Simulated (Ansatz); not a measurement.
# Single-point calculation, with input and output: C2H4S2

The run: single-point calculation of C2H4S2, SMILES CSC=S. Method and program: RKS PBE0-D4/def2-TZVPP (Ansatz 0.2.0).

The geometry comes from this level: PBE0-D4/def2-TZVP.

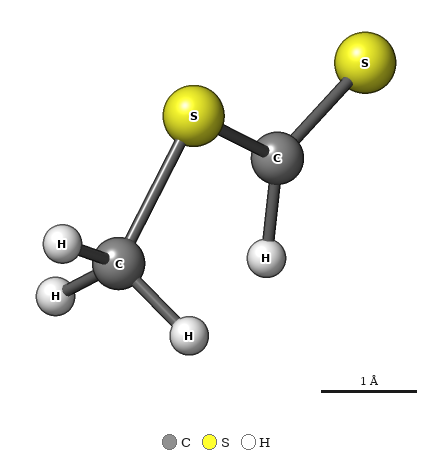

**Figure 1.** The structure (ball-and-stick view, seen at a tilt).

## Summary

| quantity | value |
| --- | --- |
| outcome | converged |
| total energy | −23800.9890 eV |
| mean-field energy | −23800.8362 eV |
| dispersion energy | −0.1528 eV |
| SCF solution under orbital rotations | stable |
| HOMO | −6.47 eV |
| LUMO | −2.08 eV |
| hardware | 2 threads of Arm Neoverse V1, 23 GiB of memory available, shared host |
| wall time | 3.5 s (CPU time 6.8 s) |
| peak memory | 0.42 GiB |

## The input
```yaml
crystal:
  periodic: [false, false, false]
  atoms:
    - {symbol: C, position_ang: [0.228710, 0.875350, 0.844124]}
    - {symbol: S, position_ang: [0.153518, 0.624394, -0.938224]}
    - {symbol: C, position_ang: [-0.242545, -1.038440, -1.048667]}
    - {symbol: S, position_ang: [-0.446314, -1.847185, -2.433443]}
    - {symbol: H, position_ang: [-0.735145, 0.667917, 1.307916]}
    - {symbol: H, position_ang: [0.475218, 1.926042, 0.996767]}
    - {symbol: H, position_ang: [1.009176, 0.260887, 1.291847]}
    - {symbol: H, position_ang: [-0.350518, -1.526164, -0.076119]}
basis:
  gaussian: {orbitals: def2-TZVPP}
hamiltonian: {xc: pbe0, dispersion: d4}
output: {orbitals: {seedname: orbitals}}
```

Launch command:
```bash
ansatz run in.yaml --threads 2 --pin off --events-out ev --progress --plain --max-ram 4352MiB
```

## What the program printed
```
Functional definition: PBE0
  name "PBE0"
  cite "Adamo & Barone, J. Chem. Phys. 110, 6158 (1999) doi:10.1063/1.478522"
  cite "Perdew, Burke & Ernzerhof, Phys. Rev. Lett. 77, 3865 (1996) doi:10.1103/PhysRevLett.77.3865"
  parent pbe
  parameter a = 0.25
  parameter kappa = 0.804
  parameter beta = 0.06672455060314922
  exchange = (1 - a)*pbe_x(kappa = kappa, mu = beta*pi^2/3) + a*exact_x
  correlation = pbe_c(beta = beta)
1226 factors; their error is unknown
mean field evaluation 1: about -23795.3866 eV, gradient 4.9e1 eV
mean field evaluation 2: about -23790.6370 eV, gradient 6.4e1 eV
mean field evaluation 4: about -23800.7670 eV, gradient 4.7e0 eV
mean field evaluation 8: about -23800.8210 eV, gradient 1.4e-1 eV
mean field evaluation 16: about -23800.8362 eV, gradient 1.0e-4 eV
mean field -23800.83619571 eV, -874.6645974061 hartree, gradient 1.7e-5 eV, S^2 0.000000; 0 other end points of the search recorded, 0 dependent functions left out
reference -23800.83622141 eV, -874.6645983506 hartree; 24, 24 occupied and 178, 178 virtual orbitals, 1226 factors
Total energy: -23800.98903513 eV, -874.6702141514 hartree
```

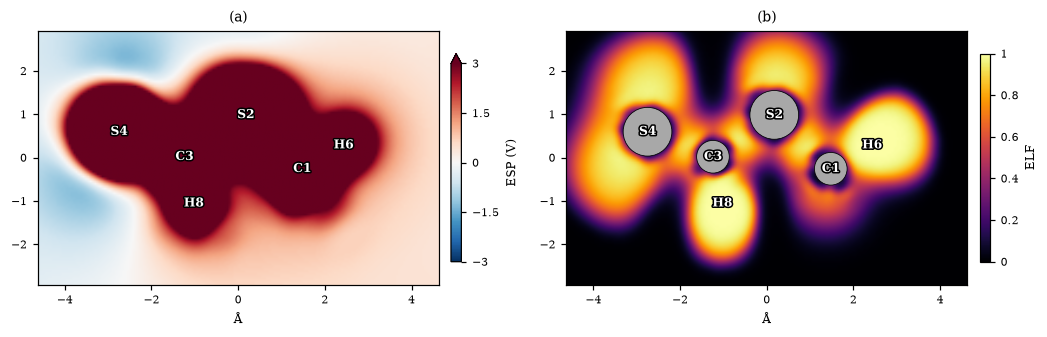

**Figure 2.** (a) molecular electrostatic potential; (b) ELF on the plane of atoms S4, C3 and H8. Grey discs, where drawn, cover atomic cores. Atoms in the plane: C, S and H. C–H (1.09 Å): the ELF climbs to about 1 towards the hydrogen, as it does in any bond to H; a covalent bond by its length. C–S (1.80 Å): the ELF peaks at about 0.95 between the atoms (a covalent bond).

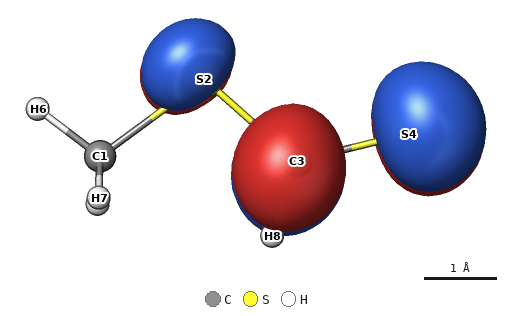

**Figure 3.** One frontier orbital at ±0.15 Å⁻³ᐟ² (red and blue are the two phases), seen face on. The LUMO, at −2.08 eV. It lies mainly on S4 (40 %), C3 (35 %) and S2 (20 %); π-antibonding (π*) across S4–C3.

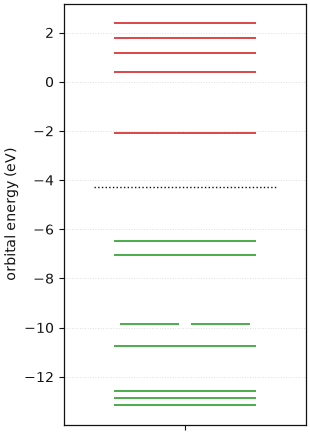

**Figure 4.** Orbital energies near the frontier; the dotted line parts filled from empty levels, and levels within 0.02 eV of each other stand side by side. Highest filled −6.47 eV, lowest empty −2.08 eV, 4.39 eV apart.
